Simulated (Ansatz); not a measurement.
```csv
atom,x (Å),y (Å),z (Å)
Al,-0.2181,0.1971,0.2795
O,-0.7694,-0.0269,1.8821
Si,-1.4064,-0.7946,3.1622
H,-2.1732,-1.9892,2.7549
H,-0.3451,-1.2224,4.0974
H,-2.3148,0.1147,3.8942
H,1.1836,-0.3532,-0.1678
Cl,-1.7462,0.2421,-1.2365
O,-0.0229,2.1696,0.4784
H,-0.4664,2.6985,-0.1807
H,-0.3276,2.4384,1.3422
```

Method: RHF/6-31G* (Ansatz 0.2.0).

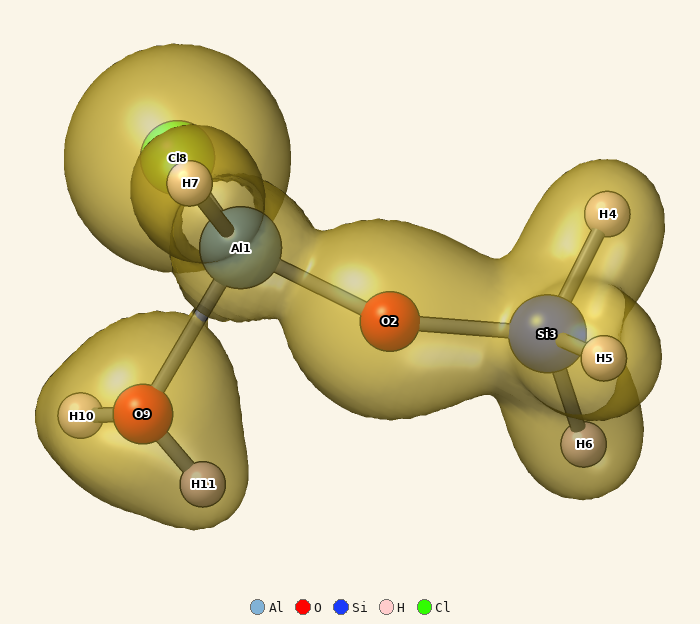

AlClH$_{6}$O$_{2}$Si. Isosurface of the electron density at 0.3 e/Å³ (yellow), seen across its widest extent.

What does this surface tell about the bonding?

Answer. At this value the surface is in one piece. It bridges the sampled Si–O (1.62 Å), Al–O (1.71 Å), Al–Cl (2.15 Å) and O–H (0.95 Å) contacts, where the density stays above the isovalue. On the grid the lowest density along these lines, outside the cores, is 0.96 e/Å³ (Si–O, 1.62 Å), 0.64 e/Å³ (Al–O, 1.71 Å), 0.46 e/Å³ (Al–Cl, 2.15 Å) and 2.3 e/Å³ (O–H, 0.95 Å).
